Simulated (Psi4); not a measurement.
**CH4NSi (SMILES [H]/N=C/[SiH2]): levels of theory compared**

Aim: a comparison of 4 runs (UB3LYP/6-31G*, UMS0/cc-pVDZ, UB3LYP/def2-TZVP) of CH4NSi. 

Program for the calculation: Psi4 1.11.

### 1 The system as given

The species is CH4NSi (7 atoms), meant as a doublet with charge 0. As SMILES, `[H]/N=C/[SiH2]`. The coordinates come from a GFN2-xTB relaxation.

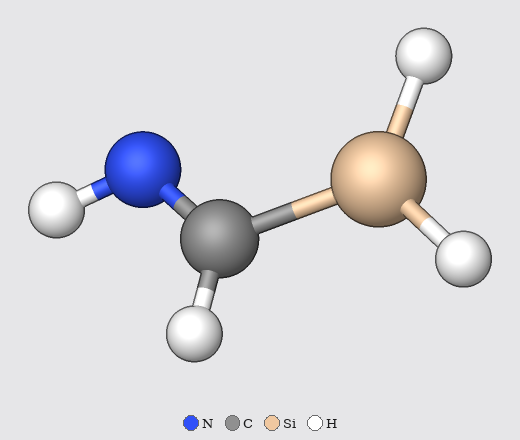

Viewed from a chosen angle; nitrogen blue, carbon grey, silicon light orange, hydrogen white.

### 2 The energy at UB3LYP/6-31G(d) (spherical functions) (run 1)

Input file job.py:

```python
import psi4

psi4.set_memory(1600000000)
psi4.set_num_threads(1)
psi4.core.set_output_file('ch4nsi.out', False)

geom = psi4.geometry("""
0 2
N     -1.548860    -0.132150    -0.159430
C     -0.314040    -0.117140    -0.518110
Si     0.986230     0.201460     0.727650
H     -2.206780    -0.315210    -0.914920
H      0.010790    -0.289530    -1.556520
H      0.698950     0.439760     2.123830
H      2.373720     0.212800     0.297500
symmetry c1
""")

psi4.set_options({
    'basis': '6-31G*',
    'reference': 'uks',
    'puream': True,
    'e_convergence': 1e-09,
    'd_convergence': 1e-08,
    'scf_type': 'pk',
    'dft_radial_points': 99,
    'dft_spherical_points': 590,
    'maxiter': 200,
})

E = psi4.energy("b3lyp")
print(f'b3lyp energy: {E:.10f} Eh')
```

Started as:

```console
$ python job.py
```

ch4nsi.out:

```text
[...]
  Running in c1 symmetry.
[...]
  Nuclear repulsion =   91.149019540174649
[...]
  Multiplicity = 2
[...]
  Nalpha       = 16
  Nbeta        = 15
[...]
    Number of basis functions: 54
[...]
   @UKS iter   1:  -384.34760191895901   -1.96739e-01   1.36284e-02 DIIS/ADIIS
[...]
   @UKS iter  15:  -384.66232013839613   -5.11591e-13   5.23941e-09 DIIS
[...]
   @S^2 Observed:                7.650550424E-01
[...]
  @UKS Final Energy:  -384.66232013839613
   => Energetics <=
    Nuclear Repulsion Energy =             91.1490195401746490
    One-Electron Energy =                -709.9102221037931031
    Two-Electron Energy =                 262.1260317751255116
    DFT Exchange-Correlation Energy =     -28.0271493499031941
    Empirical Dispersion Energy =           0.0000000000000000
    VV10 Nonlocal Energy =                  0.0000000000000000
    Total Energy =                       -384.6623201383961259
[...]
 Multipole Moments:
 ------------------------------------------------------------------------------------
     Multipole            Electronic (a.u.)      Nuclear  (a.u.)        Total (a.u.)
 ------------------------------------------------------------------------------------
 L = 1.  Multiply by 2.5417464519 to convert [e a0] to [Debye]
 Dipole X            :         -0.2934642            0.6517961            0.3583319
 Dipole Y            :          0.0312030           -0.1081478           -0.0769448
 Dipole Z            :          0.2611246           -0.8009593           -0.5398348
 Magnitude           :                                                    0.6524905
[...]
```

Standard output:

```text
b3lyp energy: -384.6623201384 Eh
```

Wall time 18 s (1 thread of Intel Xeon Platinum 8488C (Sapphire Rapids), shared host); peak memory 0.79 GiB.

### 3 Energy and forces at UB3LYP/6-31G(d) (Cartesian functions) (run 2)

Input file input.inp:

```
memory 1600 MB

molecule system {
  0 2
  N     -1.548860    -0.132150    -0.159430
  C     -0.314040    -0.117140    -0.518110
  Si     0.986230     0.201460     0.727650
  H     -2.206780    -0.315210    -0.914920
  H      0.010790    -0.289530    -1.556520
  H      0.698950     0.439760     2.123830
  H      2.373720     0.212800     0.297500
  units angstrom
  symmetry c1
  no_reorient
  no_com
}

set {
  basis 6-31G*
  reference uks
  puream false
  e_convergence 1e-09
  d_convergence 1e-08
  scf_type pk
  dft_radial_points 99
  dft_spherical_points 590
  maxiter 200
}

result, w = gradient("b3lyp", return_wfn=True)
oeprop(w, "QUADRUPOLE", "LOWDIN_CHARGES", "WIBERG_LOWDIN_INDICES", title="B3LYP")
print_variables()
```

Started as:

```console
$ psi4 -n 1 input.inp input.out
```

input.out:

```text
[...]
  Running in c1 symmetry.
[...]
  Nuclear repulsion =   91.149019540174649
[...]
  Multiplicity = 2
[...]
  Nalpha       = 16
  Nbeta        = 15
[...]
    Number of basis functions: 57
[...]
   @UKS iter   1:  -384.35028962392744   -1.96401e-01   1.31432e-02 ADIIS/DIIS
[...]
   @UKS iter  15:  -384.66633713497913   -1.13687e-13   5.60635e-09 DIIS
[...]
   @S^2 Observed:                7.650366683E-01
[...]
  @UKS Final Energy:  -384.66633713497913
   => Energetics <=
    Nuclear Repulsion Energy =             91.1490195401746490
    One-Electron Energy =                -709.8471121643275410
    Two-Electron Energy =                 262.0362240551098694
    DFT Exchange-Correlation Energy =     -28.0044685659361008
    Empirical Dispersion Energy =           0.0000000000000000
    VV10 Nonlocal Energy =                  0.0000000000000000
    Total Energy =                       -384.6663371349791305
[...]
  -Total Gradient:
     Atom            X                  Y                   Z
    ------   -----------------  -----------------  -----------------
       1        0.006691625563    -0.002331738045    -0.014447301169
       2        0.000634179307     0.001349670388     0.006481330141
       3        0.000825636623     0.001174588221     0.006445904912
       4       -0.000919862246     0.001564897091     0.008408501484
       5       -0.001412242480     0.000022926272     0.000975703189
       6        0.003927195908    -0.001727115236    -0.010866915304
       7       -0.009742947763    -0.000052797675     0.003003855535
[...]
```

Run time: 22 s. Hardware: 1 thread of Intel Xeon Platinum 8488C (Sapphire Rapids), shared host; peak memory 0.82 GiB.

Run 3 isn't shown in full; the table further down has it.

### 4 Energy and gradient at UB3LYP/def2-TZVP (run 4)

Input file job.json:

```json
{
  "schema_name": "qcschema_input",
  "schema_version": 1,
  "molecule": {
    "schema_name": "qcschema_molecule",
    "schema_version": 2,
    "symbols": ["N", "C", "Si", "H", "H", "H", "H"],
    "geometry": [-2.92692121, -0.24972731, -0.30127904, -0.59344959, -0.22136252, -0.979086, 1.8637046, 0.38070423, 1.37505921, -4.17020982, -0.59566057, -1.72894823, 0.02039014, -0.5471324, -2.94139651, 1.32082407, 0.83102596, 4.01345704, 4.4856807, 0.40213372, 0.56219352],
    "molecular_charge": 0,
    "molecular_multiplicity": 2,
    "fix_symmetry": "c1",
    "fix_com": true,
    "fix_orientation": true
  },
  "driver": "gradient",
  "model": {
    "method": "b3lyp",
    "basis": "def2-TZVP"
  },
  "keywords": {
    "reference": "uks",
    "puream": true,
    "e_convergence": 1e-09,
    "d_convergence": 1e-08,
    "scf_type": "pk",
    "dft_radial_points": 99,
    "dft_spherical_points": 590,
    "maxiter": 200
  }
}
```

Started as:

```console
$ psi4 --qcschema job.json -n 1 --memory 1600MB
```

stdout:

```text
[...]
  Running in c1 symmetry.
[...]
  Nuclear repulsion =   91.149019506951177
[...]
  Multiplicity = 2
[...]
  Nalpha       = 16
  Nbeta        = 15
[...]
    Number of basis functions: 123
[...]
   @UKS iter   1:  -384.27035741251592   -9.04315e-02   7.72685e-03 ADIIS/DIIS
[...]
   @UKS iter  15:  -384.73844702222209   -6.76437e-12   7.77386e-09 DIIS
[...]
   @S^2 Observed:                7.640475080E-01
[...]
  @UKS Final Energy:  -384.73844702222209
   => Energetics <=
    Nuclear Repulsion Energy =             91.1490195069511770
    One-Electron Energy =                -709.9875090915295459
    Two-Electron Energy =                 262.1289734030434602
    DFT Exchange-Correlation Energy =     -28.0289308406871953
    Empirical Dispersion Energy =           0.0000000000000000
    VV10 Nonlocal Energy =                  0.0000000000000000
    Total Energy =                       -384.7384470222220898
[...]
  -Total Gradient:
     Atom            X                  Y                   Z
    ------   -----------------  -----------------  -----------------
       1        0.001289381477    -0.001117033753    -0.005993287318
       2        0.003519450081     0.000647690251     0.001695038895
       3        0.000822181249     0.001392336232     0.007556285874
       4       -0.002395739918     0.000704827656     0.004302222527
       5        0.000080296916    -0.000351333489    -0.001563808329
       6        0.003602565168    -0.001263048682    -0.008219739163
       7       -0.006913670713    -0.000012638371     0.002225924817
[...]
```

The result, in JSON:

```text
{
 "driver": "gradient",
 "model": {
  "method": "b3lyp",
  "basis": "def2-TZVP"
 },
 "success": true,
 "return_result": [0.0012893814770774392, -0.001117033753127293, -0.005993287318370483, 0.003519450081139547, 0.0006476902511395842, 0.001695038894634203, 0.0008221812491890478, 0.001392336232470901, 0.007556285873676129, -0.0023957399176697813, 0.0007048276563568073, 0.004302222527117289, 8.029691634334202e-05, -0.0003513334887526205, -0.0015638083289044868, 0.003602565168326681, -0.0012630486818766794, -0.008219739162729486, -0.006913670713122599, -1.2638370706731517e-05, 0.0022259248165696632],
 "properties": {
  "calcinfo_nbasis": 123,
  "calcinfo_nmo": 123,
  "calcinfo_nalpha": 16,
  "calcinfo_nbeta": 15,
  "calcinfo_natom": 7,
  "nuclear_repulsion_energy": 91.14901950695118,
  "return_energy": -384.7384470222221,
  "return_gradient": [0.0012893814770774392, -0.001117033753127293, -0.005993287318370483, 0.003519450081139547, 0.0006476902511395842, 0.001695038894634203, 0.0008221812491890478, 0.001392336232470901, 0.007556285873676129, -0.0023957399176697813, 0.0007048276563568073, 0.004302222527117289, 8.029691634334202e-05, -0.0003513334887526205, -0.0015638083289044868, 0.003602565168326681, -0.0012630486818766794, -0.008219739162729486, -0.006913670713122599, -1.2638370706731517e-05, 0.0022259248165696632],
  "scf_one_electron_energy": -709.9875090915295,
  "scf_two_electron_energy": 262.12897340304346,
  "scf_xc_energy": -28.028930840687195,
  "scf_dipole_moment": [0.4155173128739853, -0.06463391374493366, -0.4948776204268128],
  "scf_total_energy": -384.7384470222221,
  "scf_total_gradient": [0.0012893814770774392, -0.001117033753127293, -0.005993287318370483, 0.003519450081139547, 0.0006476902511395842, 0.001695038894634203, 0.0008221812491890478, 0.001392336232470901, 0.007556285873676129, -0.0023957399176697813, 0.0007048276563568073, 0.004302222527117289, 8.029691634334202e-05, -0.0003513334887526205, -0.0015638083289044868, 0.003602565168326681, -0.0012630486818766794, -0.008219739162729486, -0.006913670713122599, -1.2638370706731517e-05, 0.0022259248165696632],
  "scf_iterations": 15
 }
}
```

It took 62 s on 1 thread of Intel Xeon Platinum 8488C (Sapphire Rapids), shared host; peak memory 0.8 GiB.

### 5 The series

| run | level | task | Cartesian functions | energy (Eh) | dipole moment (D) | HOMO energy (eV) | LUMO energy (eV) | wall time |
| --- | --- | --- | --- | --- | --- | --- | --- | --- |
| 1 | UB3LYP/6-31G* (spherical functions) | energy | no | -384.662320 | 1.66 | -5.14 | -2.51 | 18 s |
| 2 | UB3LYP/6-31G* (Cartesian functions) | gradient | yes | -384.666337 | 1.67 | -5.14 | -2.51 | 22 s |
| 3 | UMS0/cc-pVDZ (Cholesky decomposition, IEF-PCM chloroform) | energy | no | -384.775295 | 1.79 | -4.74 | -2.72 | 17 s |
| 4 | UB3LYP/def2-TZVP | gradient | no | -384.738447 | 1.65 | -5.32 | -2.76 | 62 s |

### 6 Results

| quantity | value |
| --- | --- |
| run 4: total energy | -384.73845 Eh |
| run 4: dipole moment | 1.65 D |
| run 4: HOMO energy (highest over α and β) | -5.32 eV |
| run 4: LUMO energy (lowest over α and β) | -2.76 eV |
| run 4: ⟨S²⟩ | 0.764 |
| run 4: largest force on an atom | 0.466 eV/Å |

In words: The dipole moment (its size) runs from 1.65 D (UB3LYP/def2-TZVP) to 1.79 D (UMS0/cc-pVDZ). The two ends differ in method and basis and solvent. Totals of different functionals can't be ranked against each other. All runs together took 2 min, the longest 62 s.
